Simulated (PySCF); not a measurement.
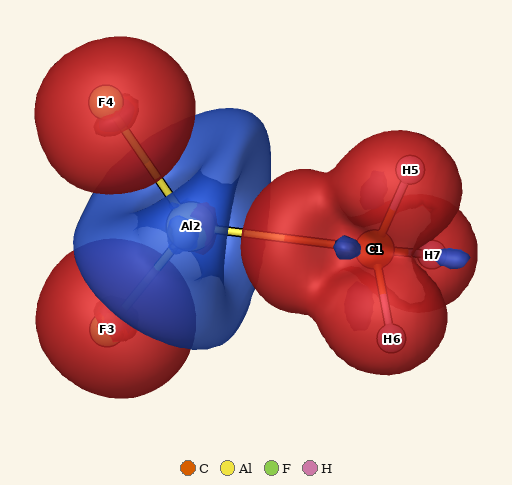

Figure. CH3AlF2, SMILES `C[Al](F)F`. Deformation density (molecule less spherical, spin-averaged free atoms at the same positions), surfaces at ±0.05 e/Å³; red: gain, blue: loss.

Computed with PySCF, ωB97X/def2-TZVP, geometry: GFN2-xTB. No frequency check shows the geometry to be a minimum.

The calculation's input:

```python
import numpy as np
from pyscf import gto, scf, dft
from pyscf.scf import atom_ks, atom_hf
from scipy.linalg import block_diag

def solve(mol, dm0=None, hcore=None):
    mf = (dft.UKS if mol.spin else dft.RKS)(mol, xc='wb97x')
    mf.grids.level = 3
    mf = mf.density_fit(auxbasis='def2-universal-jkfit')
    mf.conv_tol, mf.max_cycle = 1e-8, 80
    if hcore is not None:
        mf.get_hcore = lambda *args: hcore
    mf.kernel(dm0)
    if not mf.converged:
        mf = mf.newton().run(mf.mo_coeff, mf.mo_occ, max_cycle=30)
    assert mf.converged, 'SCF not converged'
    return mf

mol = gto.M(atom='''
C      1.90693     0.00552     0.00042
Al    -0.06567     0.00022     0.00029
F     -0.96720    -1.38141    -0.00038
F     -0.97522     1.37685     0.00003
H      2.28825     1.02572    -0.00420
H      2.30261    -0.51046     0.87524
H      2.30298    -0.51020    -0.87418
''', basis='def2-tzvp', charge=0, spin=0, verbose=4)
mf = solve(mol)
mf.analyze()
# spherically averaged free atoms, for the promolecule
atm = atom_ks.get_atm_nrks(mol, xc='wb97x')
pro = block_diag(*[(atm[a[0]][2] * atm[a[0]][3]) @ atm[a[0]][2].T for a in mol._atom])
np.savez('result.npz', e=mf.e_tot, c=mf.mo_coeff, occ=mf.mo_occ, eps=mf.mo_energy, pro=pro, dip=mf.dip_moment(verbose=0), s2=mf.spin_square()[0])
```

Run with:

```sh
OMP_NUM_THREADS=1 python input.py
```

The run took 22 s on 1 thread of Arm Neoverse N1, on a shared host, peak memory 0.56 GiB.

Partitions, critical points and surface values were worked out afterwards from this run's density.

> How much density has each bond gained at its critical point, relative to the free atoms?

C1–H5: +0.69 e/Å³ at the bond critical point (bond length 1.09 Å, Mayer order 0.9). C1–H7 and C1–H6: +0.68 e/Å³ at the bond critical point (bond length 1.09 Å, Mayer order 0.9). C1–Al2: +0.18 e/Å³ at the bond critical point (bond length 1.97 Å, Mayer order 1.0). Al2–F3: +0.09 e/Å³ at the bond critical point (bond length 1.65 Å, Mayer order 1.1); up to 0.6 Å beside the axis the gain reaches +0.35 e/Å³. Al2–F4: +0.09 e/Å³ at the bond critical point (bond length 1.65 Å, Mayer order 1.1); up to 0.6 Å beside the axis the gain reaches +0.35 e/Å³. In all, 1.8 electrons gather in the regions of gain relative to the promolecule. A small or negative value marks a very polar bond, one between electron-rich atoms, whose free-atom densities already overlap strongly, a long bond to a heavier atom, or a closed-shell contact such as a hydrogen bond.

> Where do the Hirshfeld charges lie?

The highest Hirshfeld charge is on Al2 (+0.74 e), the lowest on F3 (−0.30 e).

| atom | charge (e) |
| --- | --- |
| C1 | −0.27 |
| Al2 | +0.74 |
| F3 | −0.30 |
| F4 | −0.30 |
| H5 | +0.05 |
| H6 | +0.05 |
| H7 | +0.05 |
